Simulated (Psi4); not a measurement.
# Si2H5Cl (SMILES [SiH3][SiH2]Cl) at CCSD(T)/cc-pVDZ

Aim: the energy change on altering one bond length of Si2H5Cl at CCSD(T)/cc-pVDZ, from 2 runs. 

The results are computed with Psi4 1.11.

## 1. Starting point

Si2H5Cl has 8 atoms, charge 0, and is taken as a singlet. As SMILES, `[SiH3][SiH2]Cl`. The shape is that of a PBE0-D4/def2-TZVP optimisation.

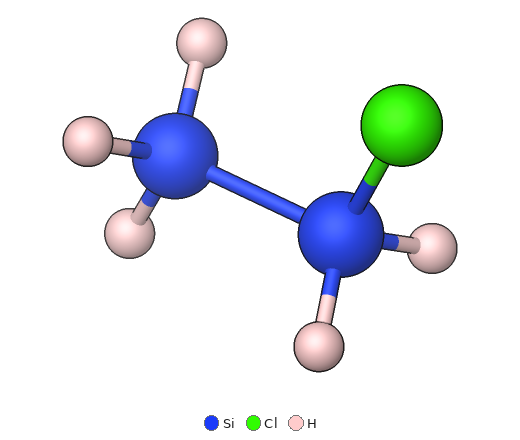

The structure, seen from a chosen angle (silicon blue, chlorine green, hydrogen pink).

## 2. The energy at CCSD(T)/cc-pVDZ

calc.py reads:

```python
import psi4

psi4.set_memory('2200 MB')
psi4.set_num_threads(1)
psi4.set_output_file('run.log', False)

molecule = psi4.geometry("""
0 1
Si    -0.706500     0.881800    -0.390300
Si     0.573400    -0.938800     0.325900
Cl     2.431600    -0.252900     0.908000
H     -2.053000     0.410100    -0.813000
H     -0.034300     1.540700    -1.540000
H     -0.854500     1.855700     0.722100
H     -0.041800    -1.622800     1.491400
H      0.777200    -1.930900    -0.759900
units angstrom
symmetry c1
""")

psi4.set_options(dict(puream=True, e_convergence=1e-09, d_convergence=1e-08, scf_type='pk', num_frozen_docc=15))

E, wfn = psi4.energy("ccsd(t)/cc-pVDZ", return_wfn=True)
print('E =', round(E, 9))
for k, v in sorted(psi4.core.scalar_variables().items()):
    print(f'{k:45s} {v:18.10f}')
```

Run with:

```
$ python calc.py
```

run.log:

```text
[...]
  Running in c1 symmetry.
[...]
  Nuclear repulsion =  191.508261788930213
[...]
  Multiplicity = 1
[...]
  Nalpha       = 25
  Nbeta        = 25
[...]
    Number of basis functions: 79
[...]
   @RHF iter   1: -1040.27656808820666   -5.10498e-01   2.19398e-03 DIIS/ADIIS
[...]
   @RHF iter  10: -1040.31676903309381   -1.18234e-11   8.47796e-09 DIIS
[...]
    Orbital Energies [Eh]
    ---------------------
    Doubly Occupied:
       1A   -104.821955     2A    -68.824977     3A    -68.787656
       4A    -10.550971     5A     -8.018031     6A     -8.015463
       7A     -8.015461     8A     -6.172479     9A     -6.139376
      10A     -4.279232    11A     -4.277585    12A     -4.277452
      13A     -4.245118    14A     -4.245074    15A     -4.245067
      16A     -1.096800    17A     -0.764321    18A     -0.685805
      19A     -0.532221    20A     -0.530562    21A     -0.494931
      22A     -0.490245    23A     -0.486452    24A     -0.447446
      25A     -0.402600
[...]
  @RHF Final Energy: -1040.31676903309381
   => Energetics <=
    Nuclear Repulsion Energy =            191.5082617889302128
    One-Electron Energy =               -1821.9555023130192239
    Two-Electron Energy =                 590.1304714909952054
    Total Energy =                      -1040.3167690330938058
[...]
 Multipole Moments:
 ------------------------------------------------------------------------------------
     Multipole            Electronic (a.u.)      Nuclear  (a.u.)        Total (a.u.)
 ------------------------------------------------------------------------------------
 L = 1.  Multiply by 2.5417464519 to convert [e a0] to [Debye]
 Dipole X            :          6.8096595           -7.4416977           -0.6320382
 Dipole Y            :         -0.9959054            0.8721677           -0.1237377
 Dipole Z            :          2.6180656           -2.8305720           -0.2125064
 Magnitude           :                                                    0.6781905
[...]
      * MP2 total energy                      = -1040.654517694301830
[...]
      * CCSD total energy                     = -1040.710131191678101
[...]
      * CCSD(T) total energy                  = -1040.719079818471300
```

Standard output:

```text
E = -1040.719079818
(T) CORRECTION ENERGY                              -0.0089486268
CC D1 DIAGNOSTIC                                    0.0243110185
CC D2 DIAGNOSTIC                                    0.1564849394
CC NEW D1 DIAGNOSTIC                                0.0243110185
CC T1 DIAGNOSTIC                                    0.0107805506
CCSD CORRELATION ENERGY                            -0.3933621586
CCSD DOUBLES ENERGY                                -0.3933621586
CCSD ITERATIONS                                    16.0000000000
CCSD OPPOSITE-SPIN CORRELATION ENERGY              -0.3254097657
CCSD SAME-SPIN CORRELATION ENERGY                  -0.0679523929
CCSD SINGLES ENERGY                                 0.0000000000
CCSD TOTAL ENERGY                               -1040.7101311917
CCSD(T) CORRELATION ENERGY                         -0.4023107854
CCSD(T) TOTAL ENERGY                            -1040.7190798185
CURRENT CORRELATION ENERGY                         -0.4023107854
CURRENT ENERGY                                  -1040.7190798185
CURRENT REFERENCE ENERGY                        -1040.3167690331
DD SOLVATION ENERGY                                 0.0000000000
HF KINETIC ENERGY                                1040.4439997242
HF POTENTIAL ENERGY                             -2080.7607687573
HF TOTAL ENERGY                                 -1040.3167690331
HF VIRIAL RATIO                                     1.9998777150
MP2 CORRELATION ENERGY                             -0.3377486612
MP2 DOUBLES ENERGY                                 -0.3377486612
MP2 OPPOSITE-SPIN CORRELATION ENERGY               -0.2700651335
MP2 SAME-SPIN CORRELATION ENERGY                   -0.0676835277
MP2 SINGLES ENERGY                                 -0.0000000000
MP2 TOTAL ENERGY                                -1040.6545176943
NUCLEAR REPULSION ENERGY                          191.5082617889
ONE-ELECTRON ENERGY                             -1821.9555023130
PCM POLARIZATION ENERGY                             0.0000000000
PE ENERGY                                           0.0000000000
SCF ITERATION ENERGY                            -1040.3167690331
SCF ITERATIONS                                     10.0000000000
SCF TOTAL ENERGY                                -1040.3167690331
TWO-ELECTRON ENERGY                               590.1304714910
```

It took 29 s on 1 thread of AMD EPYC 7R43 (Zen 3), shared host; peak memory 0.48 GiB.

## 3. The distorted shape

run.py reads:

```python
import numpy as np
from ase.calculators.psi4 import Psi4
from ase import Atoms

atoms = Atoms(['Si', 'Si', 'Cl', 'H', 'H', 'H', 'H', 'H'], positions=[
    [-0.614201, 0.984421, -0.565162],
    [0.665699, -0.836179, 0.151038],
    [2.523899, -0.150279, 0.733138],
    [-1.960701, 0.512721, -0.987862],
    [0.057999, 1.643321, -1.714862],
    [-0.762201, 1.958321, 0.547238],
    [-0.041800, -1.622800, 1.491400],
    [0.869499, -1.828279, -0.934762],
])
calc = Psi4(atoms=atoms, method='ccsd(t)', basis='cc-pVDZ', memory='2200MB', num_threads=1, charge=0, multiplicity=1, label='calc')
calc.psi4.set_options({'puream': True, 'e_convergence': 1e-09, 'd_convergence': 1e-08, 'scf_type': 'pk', 'num_frozen_docc': 15})
atoms.calc = calc

print(f'energy: {atoms.get_potential_energy():.6f} eV')
```

Run with:

```
$ python run.py
```

calc.dat:

```text
[...]
  Running in c1 symmetry.
[...]
  Nuclear repulsion =  190.542387111426137
[...]
  Multiplicity = 1
[...]
  Nalpha       = 25
  Nbeta        = 25
[...]
    Number of basis functions: 79
[...]
   @RHF iter   1: -1040.26289294400794   -5.74916e-01   2.20082e-03 ADIIS/DIIS
[...]
   @RHF iter  10: -1040.30346942650999   -1.25056e-11   8.72739e-09 DIIS
[...]
    Orbital Energies [Eh]
    ---------------------
    Doubly Occupied:
       1A   -104.825485     2A    -68.840926     3A    -68.790975
       4A    -10.554413     5A     -8.021471     6A     -8.018882
       7A     -8.018871     8A     -6.184286     9A     -6.142552
      10A     -4.291267    11A     -4.289546    12A     -4.289023
      13A     -4.248299    14A     -4.248261    15A     -4.248226
      16A     -1.099632    17A     -0.762448    18A     -0.678124
      19A     -0.534026    20A     -0.516634    21A     -0.496642
      22A     -0.490721    23A     -0.488032    24A     -0.440078
      25A     -0.402182
[...]
  @RHF Final Energy: -1040.30346942650999
   => Energetics <=
    Nuclear Repulsion Energy =            190.5423871114261374
    One-Electron Energy =               -1819.8497058562725215
    Two-Electron Energy =                 589.0038493183362789
    Total Energy =                      -1040.3034694265099915
[...]
 Multipole Moments:
 ------------------------------------------------------------------------------------
     Multipole            Electronic (a.u.)      Nuclear  (a.u.)        Total (a.u.)
 ------------------------------------------------------------------------------------
 L = 1.  Multiply by 2.5417464519 to convert [e a0] to [Debye]
 Dipole X            :          6.9496427           -7.5245266           -0.5748839
 Dipole Y            :         -0.8109207            0.7800758           -0.0308449
 Dipole Z            :          2.3449779           -2.6736513           -0.3286734
 Magnitude           :                                                    0.6629247
[...]
      * MP2 total energy                      = -1040.642145487196558
[...]
      * CCSD total energy                     = -1040.698376711230594
[...]
      * CCSD(T) total energy                  = -1040.707624652446839
```

On the terminal:

```text
energy: -28319.096913 eV
```

It took 29 s on 1 thread of AMD EPYC 7R43 (Zen 3), shared host; peak memory 0.49 GiB.

## 4. Summary of results

Level: CCSD(T)/cc-pVDZ, 15 core orbitals frozen.

| quantity | value |
| --- | --- |
| first shape: total energy | -1040.71908 Eh |
| first shape: HOMO energy (Hartree–Fock orbitals) | -10.96 eV |
| first shape: LUMO energy (Hartree–Fock orbitals) | 3.02 eV |
| first shape: HOMO–LUMO gap (Hartree–Fock orbitals) | 13.98 eV |
| first shape: correlation energy (15 core orbitals frozen) | -402.3 mEh |
| first shape: (T) correction | -8.95 mEh |
| first shape: T1 diagnostic | 0.011 |
| distorted shape: total energy | -1040.70762 Eh |
| distorted shape: HOMO energy (Hartree–Fock orbitals) | -10.94 eV |
| distorted shape: LUMO energy (Hartree–Fock orbitals) | 2.97 eV |
| distorted shape: HOMO–LUMO gap (Hartree–Fock orbitals) | 13.92 eV |
| distorted shape: correlation energy (15 core orbitals frozen) | -404.2 mEh |
| distorted shape: (T) correction | -9.25 mEh |
| distorted shape: T1 diagnostic | 0.011 |
| energy change with the Si2–H7 bond stretched from 1.485 to 1.708 Å | 0.312 eV |

**Reading.** With the Si2–H7 bond stretched from 1.485 to 1.708 Å the energy rises by 0.31 eV (7.2 kcal/mol). The first shape isn't relaxed at this level, so the change isn't measured from a minimum. The triples (first shape) make up 2.2 % of the correlation energy. The triples (distorted shape) make up 2.3 % of the correlation energy.
